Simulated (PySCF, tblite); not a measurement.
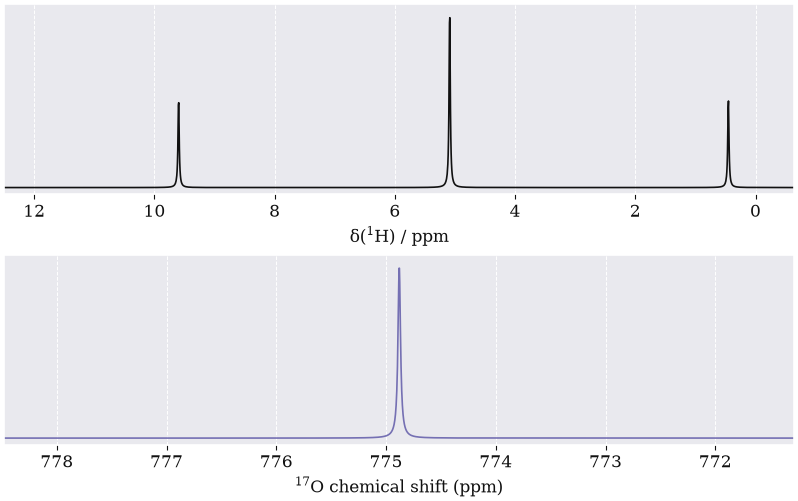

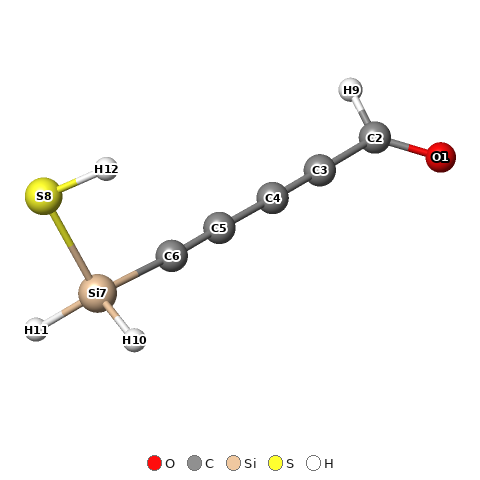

Spectrum and numbered structure of C₅H₄OSSi, SMILES O=CC#CC#C[SiH2]S. GIAO shifts, PBE0/pcSseg-1 in PySCF 2.14.0, at a GFN2-xTB geometry (a minimum by its frequencies), against TMS for ¹H and H₂O for ¹⁷O computed at the same level (¹⁷O: a single water molecule, while the usual scale starts at liquid water and gives values some tens of ppm lower). Gas phase, fully decoupled, line heights follow the number of nuclei, widths are arbitrary (no quadrupolar broadening); values of one conformer, averaged over nuclei that symmetry or rotation about single bonds exchange, these motions taken as fast. Protons on N, O or S are those of the isolated molecule, without hydrogen bonds to neighbours or exchange.

> Which ¹H nuclei are the least shielded, and which the most?

Least shielded: H9 at 9.60 ppm. Most shielded: H12 at 0.45 ppm.

> Where does the ¹⁷O line lie?

At 774.9 ppm (O1).

Note: the tight-binding geometry is rougher than a DFT one and adds to the error.
